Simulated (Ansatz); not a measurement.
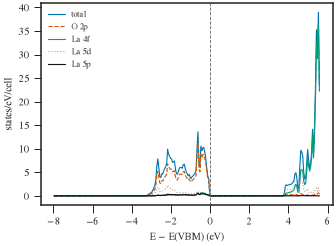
Figure: Total and projected density of states of La$_{2}$O$_{3}$ (La2O3 or Ni2Al3 type, P-3m1), LDA (plane waves, PAW; program Ansatz)

### Question
Which orbitals carry the states next to the gap?

### Answer
Top 1 eV of the valence band: O 2p 84 %, La 5d 5 %, La 4f 5 %. Bottom 1 eV of the conduction band: La 4f 46 %, La 5d 43 %, O 2p 7 %. Projections are on Löwdin-orthogonalised atomic valence shells; empty p or d shells of many metals are not among them.

### Question
Where is the tallest occupied peak in this window, and what makes it?

### Answer
Near -0.6 eV, about 14 states/eV per cell; the largest projected share is O 2p.

Symmetry was held in the LDA relaxation. Scalar-relativistic: spin–orbit coupling is off unless named, which matters more the heavier the elements.

Potentials: the earlier of the program's two PAW sets. The files were generated under PBE; for other functionals the program regenerates the frozen cores, and for LDA and PBEsol the local potential too.
